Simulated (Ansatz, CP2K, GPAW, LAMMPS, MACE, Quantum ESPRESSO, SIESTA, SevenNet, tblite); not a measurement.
# Liquid (Cs,Li)Cl at 1400 K (68 atoms) in Quantum ESPRESSO

Wanted: Quantum ESPRESSO inputs and outputs for liquid (Cs,Li)Cl at 1400 K (68 atoms), checked against a plane-wave reference.

Main program and level: Quantum ESPRESSO 7.5; the method is named at each step.

### 1. The structure

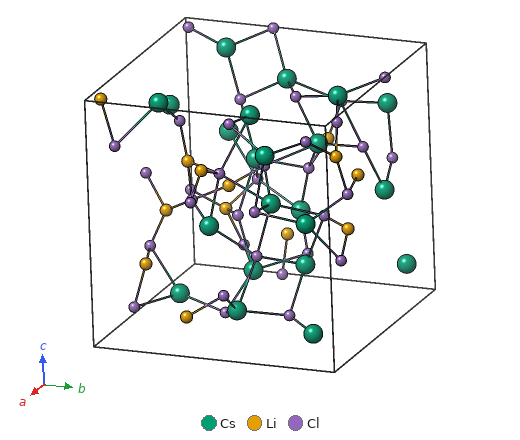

The starting structure, seen slightly off an axis (caesium teal, lithium orange, chlorine purple). Bonds to atoms that aren't drawn are left out. Some periodic images of atoms are drawn too.

The cell holds 68 atoms: 22 Cs, 12 Li and 34 Cl. Its edges and angles: a = 14.507 Å, b = 14.507 Å, c = 14.507 Å, α = 90.0°, β = 90.0°, γ = 90.0°. 68 atoms (22 Cs, 12 Li, 34 Cl) placed at random at 2.29 g/cm³, melted at 1800 K for 10 ps at fixed volume with the Lennard-Jones and Coulomb ion parameters for SPC/E (Joung and Cheatham, J. Phys. Chem. B 112, 9020 (2008)), full charges. Snapshot at the end of a hold of 20 ps at 1400 K and fixed volume.

The yardstick, on the same geometry:

* method: Kohn-Sham DFT, PBE, PAW, plane waves (Ansatz 0.2.0); cutoff 420 eV, Γ point, fermi-dirac smearing of 0.05 eV; PAW set soft_2
* r.m.s. force component: 0.5346 eV/Å
* longest force: 1.936 eV/Å
* pressure: 1.098 GPa
* gap (highest filled to lowest empty level): 2.945 eV
* SCF cycles: 8
* time: 13 s on 8 threads of Arm Neoverse V2, shared host
* CPU time: 1.7 min

### 2. PBE, sssp-1.3.0-efficiency, 45/360 Ry

Method: Kohn-Sham DFT, PBE, SSSP efficiency 1.3.0 pseudopotentials, plane waves.

The input, pw.in:

```
&control
  calculation = 'scf'
  pseudo_dir = './pseudo'
  outdir = './tmp'
  disk_io = 'none'
  tprnfor = .true.
  tstress = .true.
/
&system
  ibrav = 0
  nat = 68
  ntyp = 3
  ecutwfc = 45
  ecutrho = 360
  nosym = .true.
  occupations = 'smearing'
  smearing = 'fd'
  degauss = 0.003675
/
&electrons
  conv_thr = 3.4e-07
  electron_maxstep = 100
  mixing_beta = 0.4
  mixing_mode = 'plain'
  diagonalization = 'david'
/
ATOMIC_SPECIES
Cs 132.905 Cs.upf
Li 6.940 Li.upf
Cl 35.450 Cl.upf
CELL_PARAMETERS angstrom
14.50730 0.00000 0.00000
0.00000 14.50730 0.00000
0.00000 0.00000 14.50730
ATOMIC_POSITIONS crystal
Cs 0.55437 0.17450 0.08535
Cs 0.40707 0.09757 0.79358
Cs 0.85355 0.67872 0.79716
Cs 0.15407 0.48004 0.85363
Cs 0.25036 0.37968 0.55168
Cs 0.60167 0.51491 0.86049
Cs 0.32239 0.67338 0.66743
Cs 0.00821 0.16642 0.55980
Cs 0.81498 0.22729 0.95267
Cs 0.10529 0.87480 0.77956
Cs 0.76952 0.81787 0.06014
Cs 0.74844 0.49449 0.11434
Cs 0.43347 0.81057 0.91330
Cs 0.64318 0.60618 0.52352
Cs 0.87225 0.84724 0.54357
Cs 0.75272 0.39256 0.44790
Cs 0.39731 0.41678 0.15200
Cs 0.14175 0.51190 0.31865
Cs 0.28611 0.92797 0.49379
Cs 0.14034 0.94525 0.14520
Cs 0.16991 0.23848 0.96068
Cs 0.49499 0.67646 0.23405
Li 0.79500 0.95038 0.80161
Li 0.03120 0.58901 0.58050
Li 0.86842 0.41814 0.71469
Li 0.90618 0.02667 0.97711
Li 0.73909 0.11721 0.26139
Li 0.57022 0.94200 0.65132
Li 0.21455 0.23155 0.32161
Li 0.55236 0.12916 0.41776
Li 0.99725 0.39062 0.16111
Li 0.47641 0.36128 0.51638
Li 0.64541 0.26710 0.66205
Li 0.62556 0.91664 0.44826
Cl 0.33445 0.59224 0.85320
Cl 0.28627 0.11949 0.41037
Cl 0.53758 0.78110 0.45804
Cl 0.77524 0.94749 0.37282
Cl 0.99055 0.42145 0.62628
Cl 0.90764 0.07828 0.79182
Cl 0.58586 0.37539 0.03903
Cl 0.35318 0.34128 0.35181
Cl 0.09511 0.88259 0.55453
Cl 0.06477 0.03883 0.98712
Cl 0.65810 0.90086 0.89024
Cl 0.38104 0.88537 0.69516
Cl 0.18674 0.57145 0.51123
Cl 0.78629 0.08212 0.09798
Cl 0.74380 0.97113 0.63400
Cl 0.44962 0.50096 0.60261
Cl 0.70181 0.42169 0.64655
Cl 0.27262 0.59213 0.19522
Cl 0.20963 0.30685 0.77070
Cl 0.01856 0.37255 0.00235
Cl 0.63682 0.53638 0.30131
Cl 0.80775 0.51491 0.89276
[... 8 atom lines left out ...]
Cl 0.91573 0.87898 0.89465
Cl 0.57741 0.06772 0.27521
Cl 0.18130 0.28743 0.16877
Cl 0.04469 0.65688 0.74419
K_POINTS gamma
```

Started as:

```console
OMP_NUM_THREADS=1 mpirun -np 4 pw.x -in pw.in > output.txt
```

Output:

```text
Program PWSCF
     gamma-point specific algorithms are used
     one sub-group per band group will be used
     scalapack distributed-memory algorithm (size of sub-group:  2*  2 procs)
     Parallelization info
     sticks:   dense  smooth     PW     G-vecs:    dense   smooth      PW
     Min        5381    2689    674               594197   210069   26250
     Max        5384    2692    676               594204   210076   26256
     Sum       21529   10765   2701              2376797   840289  105015
     bravais-lattice index     =            0
     lattice parameter (alat)  =      27.4148  a.u.
     unit-cell volume          =   20604.2294 (a.u.)^3
     number of atoms/cell      =           68
     number of atomic types    =            3
     number of electrons       =       472.00
     number of Kohn-Sham states=          283
     kinetic-energy cutoff     =      45.0000  Ry
     charge density cutoff     =     360.0000  Ry
     scf convergence threshold =      3.4E-07
     mixing beta               =       0.4000
     number of iterations used =            8  plain     mixing
     Exchange-correlation=  SLA  PW   PBX  PBC
                           (   1   4   3   4   0   0   0)
     crystal axes: (cart. coord. in units of alat)
               a(1) = (   1.000000   0.000000   0.000000 )
               a(2) = (   0.000000   1.000000   0.000000 )
               a(3) = (   0.000000   0.000000   1.000000 )
     reciprocal axes: (cart. coord. in units 2 pi/alat)
               b(1) = (  1.000000  0.000000  0.000000 )
               b(2) = (  0.000000  1.000000  0.000000 )
               b(3) = (  0.000000  0.000000  1.000000 )
     PseudoPot. # 1 for Cs:
     Pseudo is Ultrasoft + core correction, Zval =  9.0
     PseudoPot. # 2 for Li:
     Pseudo is Ultrasoft, Zval =  3.0
     PseudoPot. # 3 for Cl:
     Pseudo is Ultrasoft + core correction, Zval =  7.0
     atomic species   valence    mass     pseudopotential
     Cs                9.00   132.90500     Cs( 1.00)
     Li                3.00     6.94000     Li( 1.00)
     Cl                7.00    35.45000     Cl( 1.00)
     No symmetry found
   Cartesian axes
     number of k points=     1  Fermi-Dirac smearing, width (Ry)=  0.0037
                       cart. coord. in units 2pi/alat
        k(    1) = (   0.0000000   0.0000000   0.0000000), wk =   2.0000000
     Dense  grid:  1188399 G-vectors     FFT dimensions: ( 180, 180, 180)
     Smooth grid:   420145 G-vectors     FFT dimensions: ( 120, 120, 120)
     Initial potential from superposition of free atoms
     starting charge     465.7243, renormalised to     472.0000
     negative rho (up, down):  5.191E-01 0.000E+00
     Starting wfcs are  482 randomized atomic wfcs
     Self-consistent Calculation
     iteration #  1     ecut=    45.00 Ry     beta= 0.40
     Threshold (ethr) on eigenvalues was too large:
     Diagonalizing with lowered threshold
     negative rho (up, down):  5.225E-01 0.000E+00
     total energy              =   -2700.83509983 Ry
     estimated scf accuracy    <       3.97424393 Ry
     iteration #  2     ecut=    45.00 Ry     beta= 0.40
     negative rho (up, down):  5.106E-01 0.000E+00
     total energy              =   -2701.31713088 Ry
     estimated scf accuracy    <       0.36905561 Ry
     iteration #  3     ecut=    45.00 Ry     beta= 0.40
     c_bands:  1 eigenvalues not converged
     negative rho (up, down):  4.972E-01 0.000E+00
     total energy              =   -2701.37063534 Ry
     estimated scf accuracy    <       0.08448893 Ry
     iteration #  4     ecut=    45.00 Ry     beta= 0.40
     negative rho (up, down):  4.949E-01 0.000E+00
     total energy              =   -2701.37976815 Ry
     estimated scf accuracy    <       0.00869884 Ry
     iteration #  5     ecut=    45.00 Ry     beta= 0.40
     negative rho (up, down):  4.951E-01 0.000E+00
     total energy              =   -2701.38111092 Ry
     estimated scf accuracy    <       0.00072978 Ry
     iteration #  6     ecut=    45.00 Ry     beta= 0.40
     negative rho (up, down):  4.946E-01 0.000E+00
     total energy              =   -2701.38140652 Ry
     estimated scf accuracy    <       0.00019691 Ry
     iteration #  7     ecut=    45.00 Ry     beta= 0.40
     negative rho (up, down):  4.945E-01 0.000E+00
     total energy              =   -2701.38148297 Ry
     estimated scf accuracy    <       0.00001794 Ry
     iteration #  8     ecut=    45.00 Ry     beta= 0.40
     negative rho (up, down):  4.943E-01 0.000E+00
     total energy              =   -2701.38150770 Ry
     estimated scf accuracy    <       0.00000140 Ry
     iteration #  9     ecut=    45.00 Ry     beta= 0.40
     negative rho (up, down):  4.941E-01 0.000E+00
     End of self-consistent calculation
          k = 0.0000 0.0000 0.0000 ( 52508 PWs)   bands (ev):
   -46.2312 -45.4007 -45.1680 -45.1358 -44.9474 -44.8423 -44.5717 -44.5143
   -44.4986 -43.9885 -43.7669 -43.2269 -20.8200 -20.6195 -20.3204 -20.2945
   -20.2118 -20.1943 -19.8843 -19.7850 -19.5614 -19.5165 -19.5082 -19.3553
   -19.3299 -19.2928 -19.1785 -19.1535 -19.1310 -19.0976 -19.0816 -18.9988
   -18.8752 -18.3924 -14.3912 -13.8140 -13.4988 -13.4296 -13.3210 -13.2490
   -13.0355 -12.8379 -12.8142 -12.7384 -12.7018 -12.6308 -12.6235 -12.6219
   -12.5465 -12.5419 -12.5352 -12.5232 -12.4407 -12.4273 -12.4107 -12.3735
   -12.3379 -12.3171 -12.2539 -12.1969 -12.1871 -12.1499 -12.1034 -12.0616
   -11.9440 -11.9389 -11.9028 -11.7147  -7.6607  -7.6482  -7.5986  -7.4816
    -7.4498  -7.4359  -7.3923  -7.2967  -7.2154  -7.1969  -7.1365  -7.1322
    -7.1081  -7.0981  -7.0577  -7.0379  -7.0330  -6.9882  -6.8956  -6.7728
    -6.7123  -6.7084  -6.6569  -6.6013  -6.5356  -6.4884  -6.4814  -6.4555
[...]
4.5613   4.6811   4.8411   4.8807   4.9528   4.9849   5.1292   5.1580
     5.1685   5.2297   5.3283   5.3618   5.4084   5.4559   5.5186   5.5415
     5.5787   5.5945   5.6365   5.7308   5.7433   5.7975   5.8256   5.8502
     5.8920   5.9397   5.9491   5.9782   6.0120   6.0575   6.0899   6.1010
     6.1533   6.1648   6.1863   6.2148   6.2326   6.2629   6.3077   6.3228
     6.3528   6.3668   6.4260
     the Fermi energy is     1.8957 ev
!    total energy              =   -2701.38150961 Ry
     estimated scf accuracy    <       0.00000031 Ry
     smearing contrib. (-TS)   =      -0.00000000 Ry
     internal energy E=F+TS    =   -2701.38150961 Ry
     The total energy is F=E-TS. E is the sum of the following terms:
     one-electron contribution =   -1129.99329922 Ry
     hartree contribution      =     690.30039893 Ry
     xc contribution           =   -1030.46658734 Ry
     ewald contribution        =   -1231.22202198 Ry
     convergence has been achieved in   9 iterations
     negative rho (up, down):  4.941E-01 0.000E+00
     Forces acting on atoms (cartesian axes, Ry/au):
     atom    1 type  1   force =    -0.01245084   -0.02554825   -0.01358169
     atom    2 type  1   force =     0.00024901    0.00634303   -0.00510294
     atom    3 type  1   force =    -0.02410298    0.04773858   -0.01994642
     atom    4 type  1   force =    -0.02752716    0.03996214    0.01261331
     atom    5 type  1   force =    -0.00817840   -0.02605798    0.00883324
     atom    6 type  1   force =    -0.03662794   -0.00485949   -0.00825572
     atom    7 type  1   force =    -0.01055705    0.00460383   -0.03412641
     atom    8 type  1   force =     0.00351575   -0.00278389    0.00999230
     atom    9 type  1   force =     0.02232938    0.03914356   -0.02157887
     atom   10 type  1   force =     0.00824410    0.00683081    0.00106396
     atom   11 type  1   force =    -0.00637031   -0.00381662    0.01302352
     atom   12 type  1   force =     0.01622669    0.00264437    0.00400501
[...]
atom   64 type  3   force =     0.00696757    0.00658446   -0.01501914
     atom   65 type  3   force =    -0.01796774   -0.01075592    0.01733632
     atom   66 type  3   force =     0.01929326    0.01383521    0.01402030
     atom   67 type  3   force =     0.00106791   -0.00070413    0.02079969
     atom   68 type  3   force =     0.04437027   -0.00369512   -0.01523924
     Total force =     0.292856     Total SCF correction =     0.001169
     Computing stress (Cartesian axis) and pressure
     negative rho (up, down):  4.941E-01 0.000E+00
          total   stress  (Ry/bohr**3)                   (kbar)     P=       10.48
   0.00004853  -0.00001069  -0.00000411            7.14       -1.57       -0.60
  -0.00001069   0.00009597  -0.00002978           -1.57       14.12       -4.38
  -0.00000411  -0.00002978   0.00006927           -0.60       -4.38       10.19
     Message from routine punch:
     Nothing written, as per user request (disk_io='none')
```

Elapsed: 3.9 min, on 4 MPI ranks of Arm Neoverse V2, shared host; peak memory 7 GiB; 16 min of CPU time.

Banners, paths, timers and routine set-up lines are dropped from the logs unmarked, and long logs keep their key lines alone; longer cuts are marked.

Numbers from this run, and their distance from the reference:

- r.m.s. force component: 0.5272 eV/Å
- r.m.s. difference of force components: 8.365 meV/Å
- longest difference of force vectors: 28.99 meV/Å
- force difference over r.m.s. force: 1.565 %
- slope of forces against the reference's: 0.9861
- correlation of force components: 1
- gap (highest filled to lowest empty level): 2.948 eV
- gap difference: 0.003 eV
- pressure: 1.048 GPa
- pressure difference: -0.0501 GPa

Length of the force difference by element (eV/Å):

| element | atoms | mean | most |
| --- | --- | --- | --- |
| Cl | 34 | 0.013 | 0.028 |
| Cs | 22 | 0.016 | 0.029 |
| Li | 12 | 0.0012 | 0.0021 |

Levels nearest the highest filled one (eV from it): -0.53, -0.51, -0.48, -0.47, -0.44, -0.42, -0.39, -0.33, -0.29, -0.28, -0.09, 0.00, 2.95, 3.58, 3.89, 4.00, 4.16, 4.28, 4.44, 4.48, 4.55, 4.58, 4.73, 4.76.

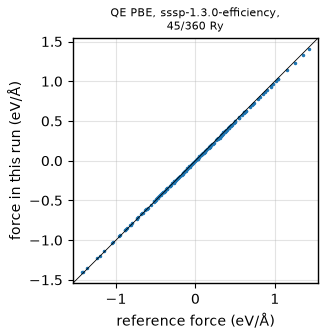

Force components against those of the reference; the line marks equality.

The surroundings of Cl38, which has 2 bonded neighbours where the commonest count for Cl is 4, nearest first, numbered as they follow in the input and with coordinates relative to it.

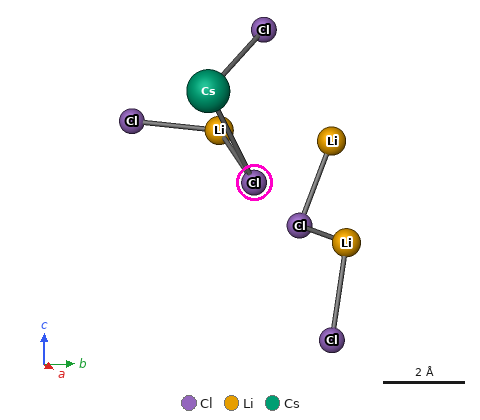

The atoms of the table, within 4.4 Å (arrows a, b, c point along x, y, z); some may hide others; the central atom is ringed.

| atom | x | y | z | distance (Å) | bonds | Fx | Fy | Fz (eV/Å) |
| --- | --- | --- | --- | --- | --- | --- | --- | --- |
| Cl38 | 0.00 | 0.00 | 0.00 | 0.00 | 2 | -0.38 | 0.45 | -0.31 |
| Li34 | -2.17 | -0.45 | 1.09 | 2.47 | 3 | 0.09 | 0.04 | -0.20 |
| Li27 | -0.52 | 2.46 | -1.62 | 2.99 | 2 | -0.24 | -1.20 | -0.16 |
| Cs15 | 1.41 | -1.45 | 2.48 | 3.20 | 4 | 0.94 | -0.42 | -0.59 |
| Cl66 | -2.87 | 1.74 | -1.42 | 3.64 | 3 | 0.50 | 0.36 | 0.36 |
| Cl49 | -0.46 | 0.34 | 3.79 | 3.83 | 3 | -1.36 | 0.31 | 0.86 |
| Li30 | -3.23 | 2.64 | 0.65 | 4.22 | 3 | -0.43 | -0.25 | 0.14 |
| Cl37 | -3.45 | -2.41 | 1.24 | 4.39 | 3 | 0.02 | 0.67 | -0.04 |
| Cl48 | 0.16 | 1.95 | -3.99 | 4.44 | 5 | 0.04 | -0.48 | 0.78 |

Forces lie 1.6 % from the reference's, at 9.4 times its CPU time (on 4 against 8 cores).

### 3. Outcome

```yaml
force_difference_from_the_reference: QE PBE, sssp-1.3.0-efficiency, 45/360 Ry, 1.6 %
its_cpu_time: 16 min
```

PBE on plane waves or a grid with other potentials, cutoffs or grids differs from the reference by 1.6 % (QE PBE, sssp-1.3.0-efficiency, 45/360 Ry) of the r.m.s. force; this holds the reference's own error, so differences of a few per cent don't tell which side is nearer the exact PBE result (QE's 45 Ry are 612 eV, against the reference's 420 eV). PBE gaps agree with the reference's 2.94 eV within 0.004 eV. The frame stands for 1400 K, but pressures are static and levels are smeared at 580 K. The network of bonds at the start is that of the classical potential that made the cell, and needn't be the one that DFT or experiment would give. The ion parameters were fitted for water, not for melts, so the starting structure of this cell may lie well off the real melt's. The electronic-structure runs sample only Γ, in a cell whose shortest periodic width is 15 Å. Spin–orbit coupling is left out, which matters for the levels of the heavy elements.

[Also dropped from logs without a mark: logging warnings of Python, and SIESTA's first energy breakdown and zero terms.]

[Logs are printed without paths, hosts, clocks, repeated set-up lines and the standing remarks that a program may print on its own settings, such as how far it seeks lower states.]

[Hosts, paths, dates, database ids (printed as entryN), source tags and the programs' standing remarks are cut or masked in the printed files.]
